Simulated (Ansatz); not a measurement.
# C3H3BClFO2: how energies converge with the basis set

Aim: see how fast density functionals converge with the basis set for C3H3BClFO2.

Method: one geometry, several basis sets; program: Ansatz 0.2.0, Gaussian basis.

Levels to be run: PBE0-D4/def2-SVP; ωB97M-V/def2-SVP; PBE0-D4/def2-QZVPP; ωB97M-V/def2-QZVPP; the functionals' def2-TZVPP values are taken from earlier runs.

## 1. Structure used throughout

All runs share one geometry, relaxed beforehand with PBE0-D4 in a triple-zeta def2 set.

11 atoms, charge 0, spin multiplicity 1.

Atoms are counted from 1 here; the program's logs count them from 0.

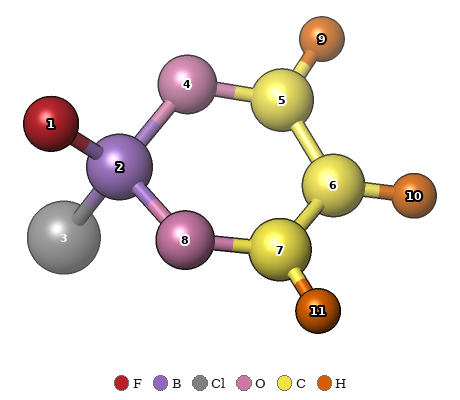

The structure; fluorine red, boron purple, chlorine grey, oxygen pink, carbon yellow, hydrogen orange; atoms are numbered from 1 in the order of the file.

## 2. PBE0-D4 in def2-SVP

in.yaml

```yaml
crystal:
  periodic: [false, false, false]
  atoms:
    - {symbol: F, position_ang: [-1.209520, -2.298003, -0.554607]}
    - {symbol: B, position_ang: [-0.588146, -1.127135, -0.778494]}
    - {symbol: Cl, position_ang: [-0.361490, -0.704368, -2.546062]}
    - {symbol: O, position_ang: [-1.387362, -0.018971, -0.134860]}
    - {symbol: C, position_ang: [-0.810717, 0.967401, 0.424253]}
    - {symbol: C, position_ang: [0.549810, 1.021851, 0.667221]}
    - {symbol: C, position_ang: [1.268273, -0.135369, 0.427049]}
    - {symbol: O, position_ang: [0.776200, -1.166609, -0.131935]}
    - {symbol: H, position_ang: [-1.476357, 1.767683, 0.746196]}
    - {symbol: H, position_ang: [1.001118, 1.873904, 1.150572]}
    - {symbol: H, position_ang: [2.303490, -0.237285, 0.751268]}
basis:
  gaussian: {orbitals: def2-SVP}
hamiltonian: {xc: pbe0, dispersion: d4}
output: {orbitals: {seedname: orbitals}}
```

Started as:

```
ansatz run in.yaml --threads 4 --pin off --events-out ev --progress --plain --max-ram 11315MiB
```

Further steps of the session: ωB97M-V in def2-SVP; PBE0-D4 in def2-QZVPP; ωB97M-V in def2-QZVPP.

**Question.** What will the summary of the whole plan be? Wanted: PBE0-D4: double and triple zeta above quadruple; ωB97M-V: double and triple zeta above quadruple.

**Answer**, as computed:

```
                                       quantity           value
PBE0-D4: double and triple zeta above quadruple  17.31, 0.91 eV
ωB97M-V: double and triple zeta above quadruple  17.50, 0.86 eV
```

**Reading.** For PBE0-D4 the step from double to triple zeta gains 16.40 eV and the next only 0.91 eV. These are total energies; as a rule much of such shifts cancels in differences, which this series doesn't test.
